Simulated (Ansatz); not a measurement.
# C12H30NO3SiTa (SMILES CC(C)[O][Ta](=[N][Si](C)(C)C)([O]C(C)C)[O]C(C)C) at Sx+r2SCANc(a = 0.4)/x2c-SVPall (sfX2C, accuracy low, exact exchange 0.4)

Aim: the energy difference between two shapes of C12H30NO3SiTa at Sx+r2SCANc(a = 0.4)/x2c-SVPall (sfX2C, accuracy low, exact exchange 0.4), from 2 runs. 

Program for the calculation: Ansatz 0.2.0.

2 further runs of the same task are left out: 2 for a known fault of the program.

**1. The structure to begin with**

C12H30NO3SiTa has 48 atoms, charge 0, and is taken as a singlet. As SMILES, `CC(C)[O][Ta](=[N][Si](C)(C)C)([O]C(C)C)[O]C(C)C`. The shape comes from GFN2-xTB, which is rough for such elements, and wasn't checked as a minimum. This is one conformer, not always the lowest.

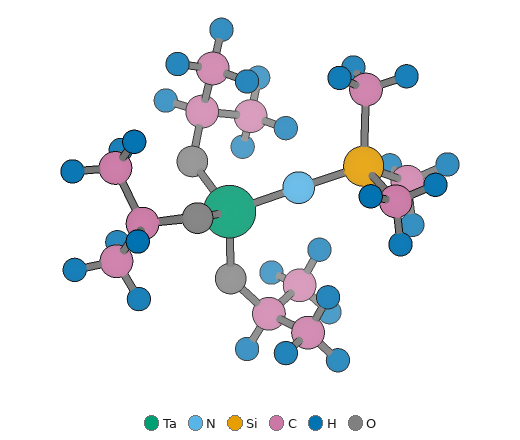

Viewed from a chosen angle; tantalum teal, nitrogen blue, silicon amber, carbon pink, hydrogen blue, oxygen grey.

**2. Energy and forces at Sx+r2SCANc(a = 0.4)/x2c-SVPall (sfX2C, accuracy low, exact exchange 0.4)**

Input file job.yaml:

```yaml
crystal:
  periodic: [false, false, false]
  atoms:
    - {symbol: Ta, position_ang: [0.821200, -0.407590, -0.334240]}
    - {symbol: "N", position_ang: [-0.880990, 0.258430, -0.329160]}
    - {symbol: Si, position_ang: [-2.482840, 0.859580, -0.339290]}
    - {symbol: C, position_ang: [-2.492650, 2.777420, -0.250640]}
    - {symbol: C, position_ang: [-3.411360, 0.317030, -1.925430]}
    - {symbol: C, position_ang: [-3.470970, 0.209020, 1.177460]}
    - {symbol: H, position_ang: [-2.100480, 3.136340, 0.695780]}
    - {symbol: H, position_ang: [-3.499120, 3.169330, -0.358230]}
    - {symbol: H, position_ang: [-1.885990, 3.203610, -1.043140]}
    - {symbol: H, position_ang: [-4.389930, 0.781630, -1.993370]}
    - {symbol: H, position_ang: [-3.553760, -0.758590, -1.952370]}
    - {symbol: H, position_ang: [-2.847530, 0.593490, -2.809980]}
    - {symbol: H, position_ang: [-2.959370, 0.423870, 2.110730]}
    - {symbol: H, position_ang: [-3.620480, -0.864630, 1.123450]}
    - {symbol: H, position_ang: [-4.451220, 0.672600, 1.227410]}
    - {symbol: O, position_ang: [1.484570, -0.251380, -2.099800]}
    - {symbol: C, position_ang: [2.820260, -0.366310, -2.475840]}
    - {symbol: C, position_ang: [3.540970, 0.966950, -2.240380]}
    - {symbol: C, position_ang: [3.502290, -1.492400, -1.688300]}
    - {symbol: H, position_ang: [2.853300, -0.608510, -3.553600]}
    - {symbol: H, position_ang: [3.492520, 1.217690, -1.179640]}
    - {symbol: H, position_ang: [4.582010, 0.901830, -2.548630]}
    - {symbol: H, position_ang: [3.048580, 1.754870, -2.806820]}
    - {symbol: H, position_ang: [2.918950, -2.408970, -1.782600]}
    - {symbol: H, position_ang: [3.565850, -1.220190, -0.632860]}
    - {symbol: H, position_ang: [4.506850, -1.673880, -2.065820]}
    - {symbol: O, position_ang: [1.856950, 0.579630, 0.907000]}
    - {symbol: C, position_ang: [1.700540, 1.679400, 1.757100]}
    - {symbol: C, position_ang: [1.404420, 2.937350, 0.932900]}
    - {symbol: C, position_ang: [0.567190, 1.412210, 2.752620]}
    - {symbol: H, position_ang: [2.648420, 1.816040, 2.309040]}
    - {symbol: H, position_ang: [0.505060, 2.758150, 0.343650]}
    - {symbol: H, position_ang: [1.254950, 3.792950, 1.586440]}
    - {symbol: H, position_ang: [2.232030, 3.150270, 0.258860]}
    - {symbol: H, position_ang: [0.787510, 0.517810, 3.332210]}
    - {symbol: H, position_ang: [-0.352490, 1.251100, 2.190260]}
    - {symbol: H, position_ang: [0.447830, 2.254250, 3.429630]}
    - {symbol: O, position_ang: [0.794960, -2.208550, 0.247660]}
    - {symbol: C, position_ang: [-0.141950, -3.146950, 0.686170]}
    - {symbol: C, position_ang: [-0.796660, -2.657380, 1.982110]}
    - {symbol: C, position_ang: [-1.199600, -3.374760, -0.399340]}
    - {symbol: H, position_ang: [0.393610, -4.094050, 0.881030]}
    - {symbol: H, position_ang: [-1.282840, -1.703010, 1.781060]}
    - {symbol: H, position_ang: [-1.526660, -3.379570, 2.338630]}
    - {symbol: H, position_ang: [-0.037230, -2.513080, 2.748250]}
    - {symbol: H, position_ang: [-0.724520, -3.730820, -1.311660]}
    - {symbol: H, position_ang: [-1.690610, -2.423910, -0.607230]}
    - {symbol: H, position_ang: [-1.931590, -4.108370, -0.071060]}
basis:
  gaussian: {orbitals: x2c-SVPall.json}
hamiltonian:
  xc:
    text: |
      parameter a = 0.4
      exchange = (1 - a)*slater_x + a*exact_x
      correlation = r2scan_c
accuracy: low
output: {forces: true}
```

The basis set x2c-SVPall is read from a file made from the Basis Set Exchange's data (not shown).

Run with:

```console
$ ansatz run job.yaml --threads 8 --pin off --max-ram 17400MiB --events-out events.jsonl --progress --plain --runs-dir runs
```

What it wrote, cut to the lines that bear on the results:

```text
Warning: RAYON_NUM_THREADS=8 ignored (pool sized by the plan → 8); use --threads N
Functional definition: unnamed
[...]
4727 factors; integrals over basis functions are off by at most 1.5e-3 eV
[...]
mean field -452692.37691102 eV, -16636.1380055661 hartree, gradient 8.0e-5 eV, S^2 0.000000; 0 other end points of the search recorded, 0 dependent functions left out
[...]
reference -452692.37694220 eV, -16636.1380067119 hartree; 110, 110 occupied and 348, 348 virtual orbitals, 4727 factors
Total energy: -452692.37694220 eV, -16636.1380067119 hartree
Relativity: scalar
Atom 0 at     0.821200    -0.407590    -0.334240 Å, force    -2.183664     0.692285     0.723182 eV/Å
Atom 1 at    -0.880990     0.258430    -0.329160 Å, force     2.934171    -1.195308     0.020470 eV/Å
Atom 2 at    -2.482840     0.859580    -0.339290 Å, force    -1.386785     0.511666     0.071362 eV/Å
Atom 3 at    -2.492650     2.777420    -0.250640 Å, force     0.136914    -1.431851    -0.088738 eV/Å
Atom 4 at    -3.411360     0.317030    -1.925430 Å, force     0.771302     0.372037     1.139981 eV/Å
Atom 5 at    -3.470970     0.209020     1.177460 Å, force     0.824408     0.431172    -1.123642 eV/Å
Atom 6 at    -2.100480     3.136340     0.695780 Å, force     0.276314     0.116473     0.598467 eV/Å
Atom 7 at    -3.499120     3.169330    -0.358230 Å, force    -0.640586     0.119776    -0.066972 eV/Å
[...]
Atom 32 at     1.254950     3.792950     1.586440 Å, force    -0.107375     0.426544     0.279340 eV/Å
Atom 33 at     2.232030     3.150270     0.258860 Å, force     0.363741     0.108439    -0.343546 eV/Å
Atom 34 at     0.787510     0.517810     3.332210 Å, force     0.061385    -0.418092     0.278736 eV/Å
Atom 35 at    -0.352490     1.251100     2.190260 Å, force    -0.501671    -0.059354    -0.293824 eV/Å
Atom 36 at     0.447830     2.254250     3.429630 Å, force    -0.097057     0.391227     0.317563 eV/Å
Atom 37 at     0.794960    -2.208550     0.247660 Å, force    -0.183067     0.792800    -0.275332 eV/Å
Atom 38 at    -0.141950    -3.146950     0.686170 Å, force    -1.042659     0.490167     0.011090 eV/Å
Atom 39 at    -0.796660    -2.657380     1.982110 Å, force     0.846592    -0.498762    -1.172761 eV/Å
Atom 40 at    -1.199600    -3.374760    -0.399340 Å, force     1.171652     0.129011     0.948780 eV/Å
Atom 41 at     0.393610    -4.094050     0.881030 Å, force     0.089957    -0.024486    -0.009468 eV/Å
Atom 42 at    -1.282840    -1.703010     1.781060 Å, force    -0.328350     0.500285    -0.105963 eV/Å
Atom 43 at    -1.526660    -3.379570     2.338630 Å, force    -0.380934    -0.301654     0.181987 eV/Å
Atom 44 at    -0.037230    -2.513080     2.748250 Å, force     0.324070     0.091061     0.371398 eV/Å
Atom 45 at    -0.724520    -3.730820    -1.311660 Å, force     0.178245    -0.156558    -0.428787 eV/Å
Atom 46 at    -1.690610    -2.423910    -0.607230 Å, force    -0.289305     0.486180    -0.085979 eV/Å
Atom 47 at    -1.931590    -4.108370    -0.071060 Å, force    -0.380307    -0.321645     0.131126 eV/Å
Dipole moment:     0.362947    -0.091650     0.164687 e Å
```

It took 50 s on 8 threads of Intel Xeon Platinum 8259CL at 2.50GHz (Skylake/Cascade Lake), shared host; peak memory 4.3 GiB.

**3. The distorted shape**

Input file job.yaml:

```yaml
crystal:
  periodic: [false, false, false]
  atoms:
    - {symbol: Ta, position_ang: [0.813088, -0.433958, -0.356442]}
    - {symbol: "N", position_ang: [-0.857730, 0.254142, -0.326075]}
    - {symbol: Si, position_ang: [-2.476783, 0.842821, -0.353121]}
    - {symbol: C, position_ang: [-2.511813, 2.794158, -0.271250]}
    - {symbol: C, position_ang: [-3.426236, 0.304496, -1.920666]}
    - {symbol: C, position_ang: [-3.489669, 0.189041, 1.150330]}
    - {symbol: H, position_ang: [-2.071371, 3.114268, 0.684955]}
    - {symbol: H, position_ang: [-3.486789, 3.148923, -0.370687]}
    - {symbol: H, position_ang: [-1.882156, 3.183133, -1.065914]}
    - {symbol: H, position_ang: [-4.350267, 0.748841, -2.001551]}
    - {symbol: H, position_ang: [-3.546957, -0.771864, -1.970633]}
    - {symbol: H, position_ang: [-2.867892, 0.598948, -2.811128]}
    - {symbol: H, position_ang: [-3.003071, 0.417358, 2.114418]}
    - {symbol: H, position_ang: [-3.626352, -0.844234, 1.106709]}
    - {symbol: H, position_ang: [-4.438041, 0.668953, 1.255044]}
    - {symbol: O, position_ang: [1.532723, -0.268467, -2.072453]}
    - {symbol: C, position_ang: [2.812150, -0.370881, -2.467903]}
    - {symbol: C, position_ang: [3.521060, 0.946075, -2.236618]}
    - {symbol: C, position_ang: [3.516585, -1.506077, -1.665046]}
    - {symbol: H, position_ang: [2.853364, -0.612253, -3.572063]}
    - {symbol: H, position_ang: [3.520130, 1.242814, -1.172147]}
    - {symbol: H, position_ang: [4.600502, 0.927218, -2.577960]}
    - {symbol: H, position_ang: [3.044010, 1.733779, -2.831826]}
    - {symbol: H, position_ang: [2.896184, -2.385681, -1.765274]}
    - {symbol: H, position_ang: [3.576321, -1.205777, -0.637989]}
    - {symbol: H, position_ang: [4.504859, -1.705418, -2.098831]}
    - {symbol: O, position_ang: [1.855138, 0.550729, 0.904602]}
    - {symbol: C, position_ang: [1.664850, 1.671516, 1.752092]}
    - {symbol: C, position_ang: [1.408432, 2.948465, 0.901372]}
    - {symbol: C, position_ang: [0.580303, 1.399764, 2.754771]}
    - {symbol: H, position_ang: [2.613017, 1.824092, 2.293142]}
    - {symbol: H, position_ang: [0.506069, 2.739486, 0.374708]}
    - {symbol: H, position_ang: [1.254536, 3.807283, 1.588162]}
    - {symbol: H, position_ang: [2.233371, 3.177528, 0.303107]}
    - {symbol: H, position_ang: [0.730210, 0.540557, 3.330780]}
    - {symbol: H, position_ang: [-0.309853, 1.278766, 2.173155]}
    - {symbol: H, position_ang: [0.445439, 2.214447, 3.434298]}
    - {symbol: O, position_ang: [0.809393, -2.196971, 0.272920]}
    - {symbol: C, position_ang: [-0.140648, -3.194840, 0.708962]}
    - {symbol: C, position_ang: [-0.829617, -2.668214, 1.959609]}
    - {symbol: C, position_ang: [-1.202828, -3.376386, -0.392080]}
    - {symbol: H, position_ang: [0.427893, -4.107242, 0.870046]}
    - {symbol: H, position_ang: [-1.271481, -1.732208, 1.760476]}
    - {symbol: H, position_ang: [-1.514342, -3.390067, 2.334118]}
    - {symbol: H, position_ang: [-0.031495, -2.492957, 2.734311]}
    - {symbol: H, position_ang: [-0.716875, -3.737863, -1.318658]}
    - {symbol: H, position_ang: [-1.679668, -2.425913, -0.588657]}
    - {symbol: H, position_ang: [-1.924642, -4.135861, -0.085220]}
basis:
  gaussian: {orbitals: x2c-SVPall.json}
hamiltonian:
  xc:
    text: |
      parameter a = 0.4
      exchange = (1 - a)*slater_x + a*exact_x
      correlation = r2scan_c
accuracy: low
output: {forces: true}
```

The basis set x2c-SVPall is read from a file made from the Basis Set Exchange's data (not shown).

Run with:

```console
$ ansatz run job.yaml --threads 8 --pin off --max-ram 17400MiB --events-out events.jsonl --progress --plain --runs-dir runs
```

What it wrote, cut to the lines that bear on the results:

```text
Warning: RAYON_NUM_THREADS=8 ignored (pool sized by the plan → 8); use --threads N
[... 1 set-up line as earlier in the session ...]
[...]
4723 factors; integrals over basis functions are off by at most 1.4e-3 eV
[...]
mean field -452691.55304808 eV, -16636.1077291615 hartree, gradient 3.9e-5 eV, S^2 0.000000; 0 other end points of the search recorded, 0 dependent functions left out
[...]
reference -452691.55307917 eV, -16636.1077303042 hartree; 110, 110 occupied and 348, 348 virtual orbitals, 4723 factors
Total energy: -452691.55307917 eV, -16636.1077303042 hartree
Relativity: scalar
Atom 0 at     0.813088    -0.433958    -0.356442 Å, force    -1.117339     1.099201     1.951926 eV/Å
Atom 1 at    -0.857730     0.254142    -0.326075 Å, force     1.512752    -0.828575    -0.170963 eV/Å
Atom 2 at    -2.476783     0.842821    -0.353121 Å, force    -1.336903     0.891058     0.251036 eV/Å
[...]
Atom 38 at    -0.140648    -3.194840     0.708962 Å, force    -0.984997     2.425369    -1.050968 eV/Å
Atom 39 at    -0.829617    -2.668214     1.959609 Å, force     3.389286    -1.152627     0.104636 eV/Å
Atom 40 at    -1.202828    -3.376386    -0.392080 Å, force     1.882200    -0.846276     0.516418 eV/Å
Atom 41 at     0.427893    -4.107242     0.870046 Å, force     0.220858    -0.501892     0.213187 eV/Å
Atom 42 at    -1.271481    -1.732208     1.760476 Å, force    -1.044431     1.616561    -0.517481 eV/Å
Atom 43 at    -1.514342    -3.390067     2.334118 Å, force    -1.073407    -0.810139     0.538372 eV/Å
Atom 44 at    -0.031495    -2.492957     2.734311 Å, force    -0.589086    -0.122416    -0.334296 eV/Å
Atom 45 at    -0.716875    -3.737863    -1.318658 Å, force    -0.101901     0.106842     0.041101 eV/Å
Atom 46 at    -1.679668    -2.425913    -0.588657 Å, force    -0.429236     0.723663    -0.069707 eV/Å
Atom 47 at    -1.924642    -4.135861    -0.085220 Å, force    -0.364562    -0.128984     0.097150 eV/Å
Dipole moment:     0.260485    -0.183746     0.151496 e Å
```

It took 51 s on 8 threads of Intel Xeon Platinum 8259CL at 2.50GHz (Skylake/Cascade Lake), shared host; peak memory 4.3 GiB.

**4. Results**

Level: Sx+r2SCANc(a = 0.4)/x2c-SVPall (sfX2C, accuracy low, exact exchange 0.4).

| quantity | value |
| --- | --- |
| first shape: total energy | -16636.13801 Eh |
| first shape: dipole moment | 1.96 D |
| first shape: largest force on an atom | 3.168 eV/Å |
| distorted shape: total energy | -16636.10773 Eh |
| distorted shape: dipole moment | 1.70 D |
| distorted shape: largest force on an atom | 3.815 eV/Å |
| energy change with the atoms displaced | 0.824 eV |

**Reading.** With the atoms displaced the energy rises by 0.82 eV (79.5 kJ/mol). The first shape isn't relaxed at this level, so the change isn't measured from a minimum. The largest force (first shape) is 3.17 eV/Å: the shape isn't a stationary point for this species at this level. The accuracy setting (first shape) is loose, so the last digits carry no meaning. Mulliken charges (distorted shape) run from -0.46 on O38 to +0.77 on Ta1. The accuracy setting (distorted shape) is loose, so the last digits carry no meaning.
